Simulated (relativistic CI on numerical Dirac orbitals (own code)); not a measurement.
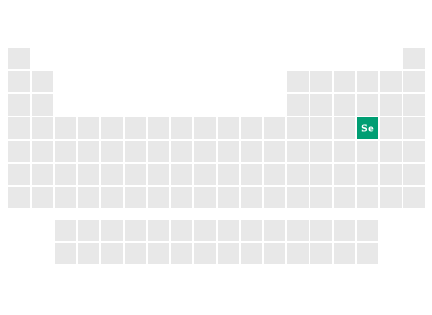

**Figure 1.** The place of selenium in the periodic table.

## Se⁺: relativistic CI calculation

Se⁺. Level asked for: Dirac-Coulomb-Breit CI, KLI orbitals optimised for each configuration, model QED (radiative potential, 1s self-energy scaled to tabulated hydrogen-like ionisation energies), numerical settings as typed (relativistic CI on numerical Dirac orbitals, in-house).

## Input file
```
atom Se  Z=34  charge=1  electrons=33
nucleus A=80  rms_radius_fm=4.1400
hamiltonian dirac-coulomb  breit=on  qed=on  c_scale=1
orbitals kli  potential=per-configuration
slater_scale 1
correlation none
mixing on
grid step=0.0125 r_max=74.5
scf mixing=0.4 start=green max_iterations=91 tolerance=2e-08 node_fill=0.05
configurations
  [Ar] 3d10 4p7
  [Ar] 3d10 4s 4p4
end
```

The run was one of a batch that the task file lists, launched with:
```bash
python <driver script> task.json out
```

The program writes its results to a structured record and prints no log; tables and figures of this report are taken from that record.

## What the run reported

| quantity | value |
| --- | --- |
| outcome | refused by the program |
| hardware | 1 CPU thread, shared host |

## What went wrong

This input holds a deliberate fault: configuration. The program refused the input; the driver noted: configuration [Ar] 3d10 4p7: a shell holds more than 4l+2 electrons.
